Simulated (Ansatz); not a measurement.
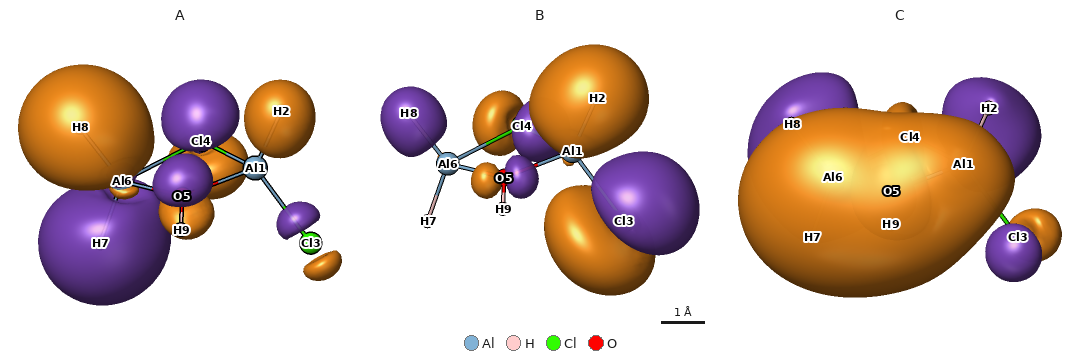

Figure. Al2Cl2H4O. Three frontier orbitals at ±0.06 Å⁻³ᐟ² (orange and purple are the two phases), in no order.

Theory: Ansatz, RKS PBE0/def2-SVP.

```json
{"atom": "Al", "x (Å)": "0.0273", "y (Å)": "-0.1391", "z (Å)": "0.2639"}
{"atom": "H", "x (Å)": "-0.7516", "y (Å)": "0.9001", "z (Å)": "1.1445"}
{"atom": "Cl", "x (Å)": "1.9654", "y (Å)": "0.2969", "z (Å)": "-0.4534"}
{"atom": "Cl", "x (Å)": "-1.3131", "y (Å)": "-0.9623", "z (Å)": "-1.4111"}
{"atom": "O", "x (Å)": "0.0334", "y (Å)": "-1.8749", "z (Å)": "0.9058"}
{"atom": "Al", "x (Å)": "-1.0194", "y (Å)": "-2.9491", "z (Å)": "-0.2129"}
{"atom": "H", "x (Å)": "-0.0953", "y (Å)": "-3.9470", "z (Å)": "-1.0202"}
{"atom": "H", "x (Å)": "-2.4038", "y (Å)": "-3.3112", "z (Å)": "0.4557"}
{"atom": "H", "x (Å)": "0.7859", "y (Å)": "-2.2232", "z (Å)": "1.3985"}
```

> Which picture is the HOMO−1, the HOMO and the LUMO?

B is the HOMO−1 (−8.78 eV). Its weight (Hirshfeld) is mainly on Cl3 (about 60 %), H2 (about 20 %) and Al1 (about 15 %). A is the HOMO (−8.46 eV). By Hirshfeld shares it lies mainly on Al6 (about 30 %), H7 (about 25 %), H8 (about 25 %) and Cl4 (about 5 %). C is the LUMO (−0.60 eV). It lies mainly on Al6 (about 45 %), Al1 (about 15 %), H9 (about 10 %), O5 (about 10 %) and Cl4 (about 5 %).

> What is the HOMO–LUMO gap?

7.86 eV between the orbital energies.
